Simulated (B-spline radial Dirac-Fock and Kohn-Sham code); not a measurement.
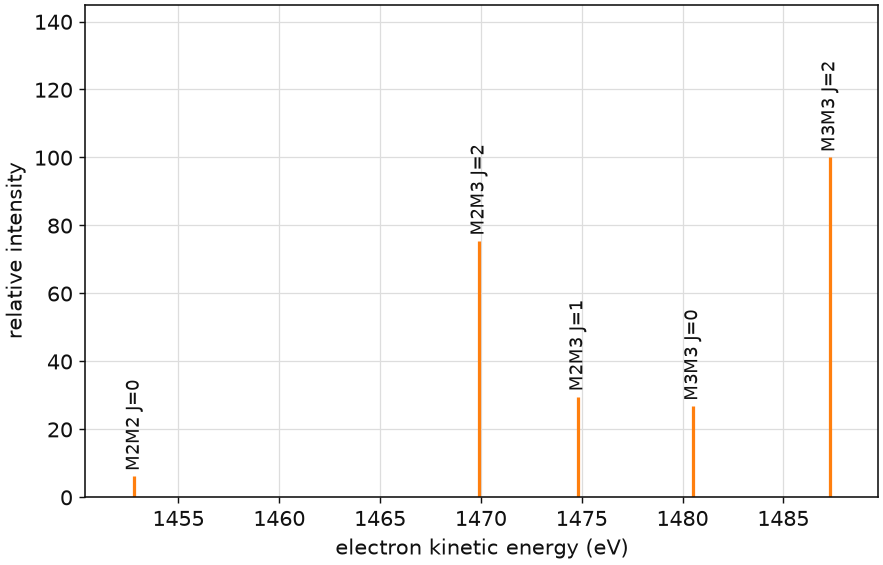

The Auger multiplet of an L3 hole with both final holes in M23, lines labelled by the leading pair of holes and J, as sticks. Kinetic energies count from the vacuum level; very weak lines are left out. Lines are named by their largest jj component, which in light atoms can differ from the customary names. System: the ion Zr⁴⁺ ([Kr]), inside a Watson sphere of charge −4 and radius 2.7 Å that stands in for a crystal. The calculation used Dirac–Fock ΔSCF energies in intermediate coupling of the two holes, Coulomb rates, valence shells as spectators (a B-spline radial atomic code).

Which of the lines shown has the highest kinetic energy, and why?

Answer. L3-M3M3 J=2 at 1.487 keV: its two-hole final state is the least tightly bound of those shown, so the most energy is left to the electron.

Which line is strongest?

Answer. L3-M3M3 J=2 at 1.487 keV, 42 % of the multiplet.

How wide is the L3 level from this decay?

Answer. 0.239 eV from this multiplet.
